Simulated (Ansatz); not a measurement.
Run report: AlBH5O2F, geometry relaxation (part 1 of 2)

System: AlBH5O2F.
Method: RHF/6-31G* (Ansatz 0.2.0).

The input holds or restrains some coordinates. It belongs to a series of runs on one base structure; here: pulled along the bonds that form and break, towards end A. Figures and captions count atoms from 1; the log counts them from 0 in places.

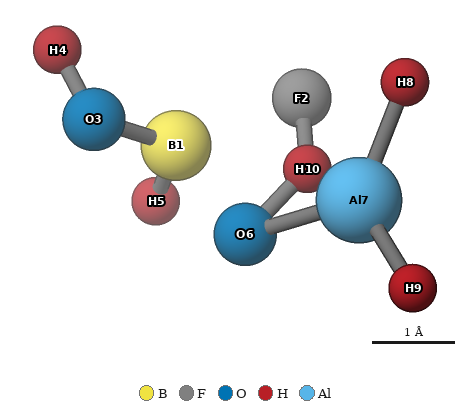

**Figure 1.** The structure as given in the input (ball-and-stick view, seen at a tilt; atoms are numbered from 1 in the order of the input). Sticks mark near contacts. Bond lengths as drawn: Al–H 1.56 Å, Al–O 1.78 Å, B–H 1.19 Å, B–O 1.41 Å, F–H 1.04 Å and H–O 1.01 to 1.13 Å.

**Input file**
```yaml
crystal:
  periodic: [false, false, false]
  atoms:
    - { symbol: B, position_ang: [0.0, 0.0, 0.0] }
    - { symbol: F, position_ang: [0.0, 0.0, 1.67] }
    - { symbol: O, position_ang: [1.2211, 0.0, -0.705] }
    - { symbol: H, position_ang: [1.5209, -0.9519, -0.8599] }
    - { symbol: H, position_ang: [-1.0305, 0.0, -0.595] }
    - { symbol: O, position_ang: [0.0766, 1.621, 0.5392] }
    - { symbol: Al, position_ang: [0.7098, 2.1426, 2.1189] }
    - { symbol: H, position_ang: [1.2046, 1.0815, 3.1499] }
    - { symbol: H, position_ang: [0.7698, 3.6608, 2.4724] }
    - { symbol: H, position_ang: [0.0485, 1.0264, 1.5024] }
basis:
  gaussian: { orbitals: "6-31G*" }
hamiltonian:
  xc: hf
relax:
  f_tol: 0.15
  max_steps: 25
  restrain:
    - { distance: [0, 5], at: 2.61, k: 30.0 }
    - { distance: [9, 1], at: 2.12, k: 30.0 }
    - { distance: [0, 1], at: 1.32, k: 30.0 }
    - { distance: [9, 5], at: 1.01, k: 30.0 }
output:
  orbitals: {}
```

Machine: 1 thread of Arm Neoverse V1, 24 GiB of memory available, shared host.

Run as:
```bash
ansatz run input.yaml --threads 1 --pin off --max-ram 2048MiB --backend cpu --events-out ev --progress --plain --runs-dir out
```

**The program's output**
```
The last accepted step is kept in [file] (removed where the run ends without a failure and the disk answers)
Engine: ansatz 0.2.0, aarch64-unknown-linux-gnu
Functional definition: HF
  exchange = exact_x
  correlation = 0
919 factors; integrals over basis functions are off by at most 4.3e-4 eV
mean field evaluation 1: about -14105.4653 eV, gradient 4.9e1 eV
mean field evaluation 2: about -14105.5407 eV, gradient 4.9e1 eV
mean field evaluation 4: about -14110.4902 eV, gradient 4.3e0 eV
mean field evaluation 8: about -14110.5510 eV, gradient 3.4e-1 eV
mean field -14110.55155830 eV, -518.5532052921 hartree, gradient 2.6e-5 eV, S^2 0.000000; 0 other end points of the search recorded, 0 dependent functions left out
the calculation of the forces begins
reference -14110.55155830 eV, -518.5532052921 hartree; 24, 24 occupied and 65, 65 virtual orbitals, 919 factors
relax step   1: F+E_penalty+E_count = -14110.55155830 eV  Δ(F+E_penalty+E_count) = +0.000e0 eV  max|allowed force component| = 8.613e0 eV/Å  E_restraint = 31.67030109 eV  max|allowed force component, restraints' pulls added| = 4.052e1 eV/Å  Δτ_max = 0.0000 Å  (36 SCF iters, accepted)
  distance B 0 - O 5 = 1.7100 Å
  distance H 9 - F 1 = 1.0411 Å
  distance B 0 - F 1 = 1.6700 Å
  distance H 9 - O 5 = 1.1323 Å
these checks for a lower state are left out or cut short: starts, cluster_reference, orbital_swaps, neighbouring_geometries, increment
919 factors; integrals over basis functions are off by at most 7.0e-4 eV
mean field evaluation 16: about -14112.2889 eV, gradient 9.2e-3 eV
mean field -14112.38897228 eV, -518.6207290106 hartree, gradient 1.6e-5 eV, S^2 0.000000; 0 other end points of the search recorded, 0 dependent functions left out
[... from here on the field's lines of each further geometry are left out, up to the last ...]
relax step   2: F+E_penalty+E_count = -14112.38897228 eV  Δ(F+E_penalty+E_count) = -1.837e0 eV  max|allowed force component| = 5.916e0 eV/Å  E_restraint = 17.31314845 eV  max|allowed force component, restraints' pulls added| = 2.699e1 eV/Å  Δτ_max = 0.1947 Å  (39 SCF iters, accepted)
relax step   3: F+E_penalty+E_count = -14113.56453236 eV  Δ(F+E_penalty+E_count) = -1.176e0 eV  max|allowed force component| = 3.863e0 eV/Å  E_restraint = 6.55003632 eV  max|allowed force component, restraints' pulls added| = 1.582e1 eV/Å  Δτ_max = 0.1949 Å  (31 SCF iters, accepted)
relax step   4: F+E_penalty+E_count = -14114.35429324 eV  Δ(F+E_penalty+E_count) = -7.898e-1 eV  max|allowed force component| = 3.139e0 eV/Å  E_restraint = 1.41161105 eV  max|allowed force component, restraints' pulls added| = 7.433e0 eV/Å  Δτ_max = 0.1949 Å  (31 SCF iters, accepted)
relax step   5: F+E_penalty+E_count = -14115.40199189 eV  Δ(F+E_penalty+E_count) = -1.048e0 eV  max|allowed force component| = 2.840e0 eV/Å  E_restraint = 0.01924662 eV  max|allowed force component, restraints' pulls added| = 2.523e0 eV/Å  Δτ_max = 0.1915 Å  (32 SCF iters, accepted)
relax step   6: F+E_penalty+E_count = -14116.14576792 eV  Δ(F+E_penalty+E_count) = -7.438e-1 eV  max|allowed force component| = 2.020e0 eV/Å  E_restraint = 0.02780865 eV  max|allowed force component, restraints' pulls added| = 1.761e0 eV/Å  Δτ_max = 0.1946 Å  (31 SCF iters, accepted)
relax step   7: F+E_penalty+E_count = -14116.61719710 eV  Δ(F+E_penalty+E_count) = -4.714e-1 eV  max|allowed force component| = 1.991e0 eV/Å  E_restraint = 0.03303803 eV  max|allowed force component, restraints' pulls added| = 1.756e0 eV/Å  Δτ_max = 0.1946 Å  (30 SCF iters, accepted)
relax step   8: F+E_penalty+E_count = -14116.84322700 eV  Δ(F+E_penalty+E_count) = -2.260e-1 eV  max|allowed force component| = 1.726e0 eV/Å  E_restraint = 0.03703923 eV  max|allowed force component, restraints' pulls added| = 1.459e0 eV/Å  Δτ_max = 0.2000 Å  (31 SCF iters, accepted)
relax step   9: F+E_penalty+E_count = -14117.03418768 eV  Δ(F+E_penalty+E_count) = -1.910e-1 eV  max|allowed force component| = 1.943e0 eV/Å  E_restraint = 0.07876522 eV  max|allowed force component, restraints' pulls added| = 1.943e0 eV/Å  Δτ_max = 0.1923 Å  (30 SCF iters, accepted)
relax step  10: F+E_penalty+E_count = -14117.11489705 eV  Δ(F+E_penalty+E_count) = -8.071e-2 eV  max|allowed force component| = 1.465e0 eV/Å  E_restraint = 0.06409671 eV  max|allowed force component, restraints' pulls added| = 1.465e0 eV/Å  Δτ_max = 0.1914 Å  (31 SCF iters, accepted)
relax step  11: F+E_penalty+E_count = -14117.22935725 eV  Δ(F+E_penalty+E_count) = -1.145e-1 eV  max|allowed force component| = 1.411e0 eV/Å  E_restraint = 0.04264753 eV  max|allowed force component, restraints' pulls added| = 9.077e-1 eV/Å  Δτ_max = 0.2000 Å  (32 SCF iters, accepted)
relax step  12: F+E_penalty+E_count = -14117.32472509 eV  Δ(F+E_penalty+E_count) = -9.537e-2 eV  max|allowed force component| = 1.053e0 eV/Å  E_restraint = 0.03159908 eV  max|allowed force component, restraints' pulls added| = 3.557e-1 eV/Å  Δτ_max = 0.1992 Å  (31 SCF iters, accepted)
relax step  13: F+E_penalty+E_count = -14117.37462563 eV  Δ(F+E_penalty+E_count) = -4.990e-2 eV  max|allowed force component| = 1.108e0 eV/Å  E_restraint = 0.03020732 eV  max|allowed force component, restraints' pulls added| = 3.697e-1 eV/Å  Δτ_max = 0.1999 Å  (31 SCF iters, accepted)
relax step  14: F+E_penalty+E_count = -14117.40430255 eV  Δ(F+E_penalty+E_count) = -2.968e-2 eV  max|allowed force component| = 1.107e0 eV/Å  E_restraint = 0.02866628 eV  max|allowed force component, restraints' pulls added| = 1.855e-1 eV/Å  Δτ_max = 0.1991 Å  (31 SCF iters, accepted)
relax step  15: F+E_penalty+E_count = -14117.40661440 eV  Δ(F+E_penalty+E_count) = -2.312e-3 eV  max|allowed force component| = 1.105e0 eV/Å  E_restraint = 0.02874009 eV  max|allowed force component, restraints' pulls added| = 1.590e-1 eV/Å  Δτ_max = 0.0298 Å  (33 SCF iters, accepted)
relax step  16: F+E_penalty+E_count = -14117.40591429 eV  Δ(F+E_penalty+E_count) = +7.001e-4 eV  max|allowed force component| = 1.357e0 eV/Å  E_restraint = 0.08317032 eV  max|allowed force component, restraints' pulls added| = 1.418e0 eV/Å  Δτ_max = 0.1913 Å  (31 SCF iters, rejected (line search))
relax step  17: F+E_penalty+E_count = -14117.40810419 eV  Δ(F+E_penalty+E_count) = -1.490e-3 eV  max|allowed force component| = 1.223e0 eV/Å  E_restraint = 0.02762965 eV  max|allowed force component, restraints' pulls added| = 1.738e-1 eV/Å  Δτ_max = 0.0901 Å  (32 SCF iters, accepted)
the calculation of the forces begins
reference -14117.41069857 eV, -518.8052740477 hartree; 24, 24 occupied and 65, 65 virtual orbitals, 919 factors
relax step  18: F+E_penalty+E_count = -14117.41069857 eV  Δ(F+E_penalty+E_count) = -2.594e-3 eV  max|allowed force component| = 1.199e0 eV/Å  E_restraint = 0.02796444 eV  max|allowed force component, restraints' pulls added| = 2.138e-2 eV/Å  Δτ_max = 0.0526 Å  (33 SCF iters, accepted)
```

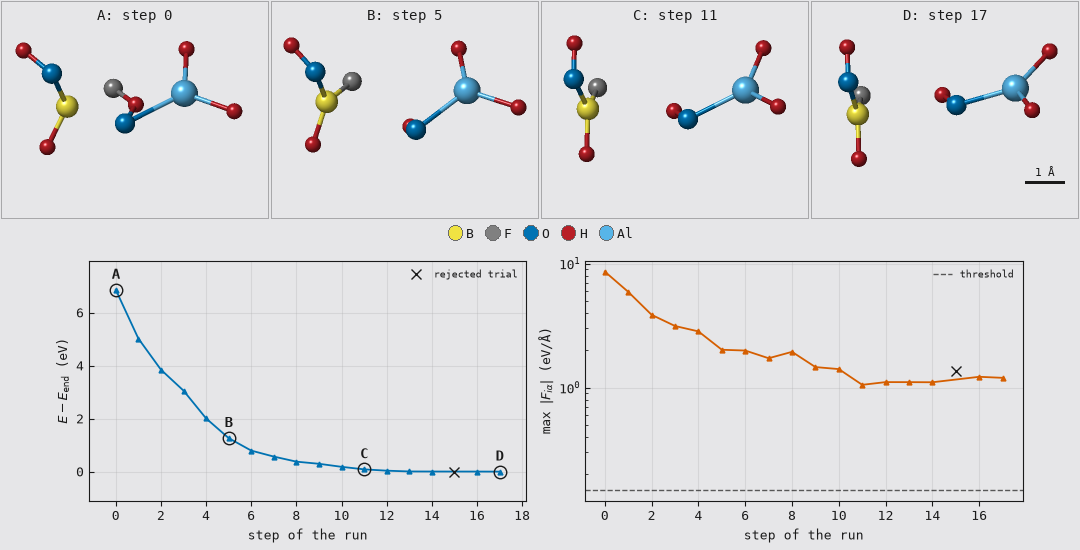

**Figure 2.** Frames of the restrained relaxation (ball-and-stick view, seen at a tilt) above the curves, on which the letters mark them (the first geometry is step 0 here and step 1 in the log).

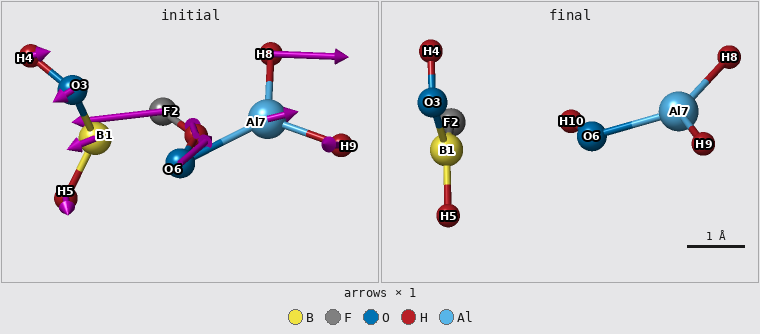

**Figure 3.** Before (left) and after (right) the restrained relaxation, at one scale (ball-and-stick view, seen at a tilt). The pink arrows give the displacements, at true length. Over 17 geometry steps the energy falls by 6.859 eV. Largest force component: 8.6 eV/Å at the start, 1.2 eV/Å at the end. The line search rejected the trial step at point 15 (counted from 0) and went back. The atom that moves furthest after the best rigid fit is F2 (1.64 Å). By element the largest moves are F 1.64 Å, H 1.41 Å, O 1.16 Å, Al 0.57 Å, B 0.56 Å. Distances before and after: F2–H10 1.041 → 2.125 Å, B1–F2 1.670 → 1.331 Å, O6–H10 1.132 → 0.969 Å, O6–Al7 1.780 → 1.702 Å. Bonds break: F2–H10 (1.04 → 2.13 Å). Among the angles that change: Al7–O6–H10 53.7° → 124.8°, H8–Al7–H9 120.0° → 123.9°, B1–O3–H4 109.5° → 113.1°. (Atoms are counted from 1 in the order of the input.)

```
  distance B 0 - O 5 = 2.6115 Å
  distance H 9 - F 1 = 2.1253 Å
  distance B 0 - F 1 = 1.3309 Å
  distance H 9 - O 5 = 0.9686 Å
919 factors; integrals over basis functions are off by at most 4.9e-4 eV
mean field -14117.41069857 eV, -518.8052740477 hartree, gradient 1.6e-5 eV, S^2 0.000000; 1 other end points of the search recorded, 0 dependent functions left out
the calculation of the forces begins
reference -14117.41069857 eV, -518.8052740477 hartree; 24, 24 occupied and 65, 65 virtual orbitals, 919 factors
Total energy: -14117.41069857 eV, -518.8052740477 hartree
Atom 0 at    -0.119520    -0.212699    -0.502612 Å, force     0.083286     0.170670    -0.264791 eV/Å
Atom 1 at    -0.444209    -1.037065     0.490494 Å, force    -0.099418    -0.306214     0.119123 eV/Å
Atom 2 at     1.135488    -0.229357    -0.978599 Å, force    -0.021384    -0.006476    -0.005673 eV/Å
Atom 3 at     1.709193    -0.808640    -0.495137 Å, force     0.019030    -0.001665     0.000540 eV/Å
Atom 4 at    -0.956472     0.432145    -1.025667 Å, force    -0.005646    -0.000844    -0.005991 eV/Å
Atom 5 at     0.072231     1.326205     1.598610 Å, force    -0.399620    -1.064477     0.507374 eV/Å
Atom 6 at     0.882510     2.525333     2.493827 Å, force     0.007198     0.005280     0.005441 eV/Å
Atom 7 at     1.213395     2.251034     4.016555 Å, force    -0.005410     0.006171    -0.000674 eV/Å
Atom 8 at     1.271465     3.848567     1.735195 Å, force    -0.001696    -0.001832     0.003665 eV/Å
Atom 9 at    -0.243281     0.484878     1.960233 Å, force     0.423660     1.199386    -0.359016 eV/Å
Dipole moment:     0.161708    -0.166366     0.379296 e Å
```

**Trajectory as extended XYZ (Å, eV, eV/Å), 18 frames, from step=1 to step=18**
```
10
Properties=species:S:1:pos:R:3:forces:R:3 step=1 energy=-14110.55156
B     0.0000    0.0000    0.0000    1.6417   6.0852  -0.8726
F     0.0000    0.0000    1.6700   -0.8671  -8.6133   1.1881
O     1.2211    0.0000   -0.7050   -0.3015  -4.8512   1.4196
H     1.5209   -0.9519   -0.8599   -0.6340   2.6713   0.0147
H    -1.0305    0.0000   -0.5950   -0.1732  -1.5360   0.9266
O     0.0766    1.6210    0.5392    0.4474   2.1382   1.5136
Al    0.7098    2.1426    2.1189    3.0500   5.4885   1.1493
H     1.2046    1.0815    3.1499    0.3308   0.3524   0.3318
H     0.7698    3.6608    2.4724   -0.1225   0.2643  -0.0931
H     0.0485    1.0264    1.5024   -3.3716  -1.9993  -5.5780
10
Properties=species:S:1:pos:R:3:forces:R:3 step=2 energy=-14112.38897
B     0.0027   -0.0859    0.0126    1.1228   3.3743   0.6522
F    -0.0121   -0.1847    1.6096   -0.3179  -3.6879  -2.9959
O     1.2150   -0.0355   -0.6856   -0.9131  -2.8884   1.4694
H     1.5213   -0.9434   -0.8644   -0.1175   1.2414  -0.0369
H    -1.0310   -0.0215   -0.5831    0.0659  -1.0822   0.8734
O     0.0806    1.7795    0.5906    0.1609  -1.3899   3.9196
Al    0.7430    2.1902    2.1443    2.8177   4.1883   1.6569
H     1.2084    1.0864    3.1532    0.1754   0.2209   0.1167
H     0.7703    3.6726    2.4756    0.0501   0.9394   0.2610
H     0.0226    1.1227    1.4400   -3.0443  -0.9158  -5.9163
10
Properties=species:S:1:pos:R:3:forces:R:3 step=3 energy=-14113.56453
B     0.0035   -0.2134    0.0379    0.4652   2.4652   0.9515
F    -0.0104   -0.3567    1.5178   -0.0566  -1.5825  -3.8629
O     1.2000   -0.0589   -0.6681   -1.2023  -2.0865   1.4629
H     1.5254   -0.9365   -0.8658    0.4056   0.3679  -0.1976
H    -1.0274   -0.0296   -0.5719    0.3296  -1.0828   0.9413
O     0.0848    1.9006    0.6563    0.0886  -0.3649   1.6565
Al    0.7765    2.2341    2.1712    2.8725   3.1406   2.1164
H     1.2089    1.0874    3.1531    0.0715   0.1219  -0.0028
H     0.7729    3.6881    2.4814    0.2022   1.5648   0.6104
H    -0.0133    1.2652    1.3810   -3.1763  -2.5437  -3.6758
10
Properties=species:S:1:pos:R:3:forces:R:3 step=4 energy=-14114.35429
B     0.0033   -0.3088    0.0542   -0.1204   2.3970  -0.5612
F     0.0023   -0.5164    1.4069   -0.0502  -0.7538  -1.7669
O     1.1784   -0.0878   -0.6451   -0.7281  -1.7313   0.9459
H     1.5353   -0.9405   -0.8675    0.5924   0.1246  -0.2100
H    -1.0204   -0.0500   -0.5544    0.3250  -1.0631   0.8853
O     0.0932    2.0271    0.6947    0.1680  -0.1267   0.6144
Al    0.8174    2.2750    2.1989    2.5873   2.3177   1.7837
H     1.2087    1.0878    3.1518    0.0353   0.0410  -0.0526
H     0.7813    3.7231    2.4985    0.3299   1.7149   0.8405
H    -0.0786    1.3708    1.3550   -3.1390  -2.9203  -2.4793
```
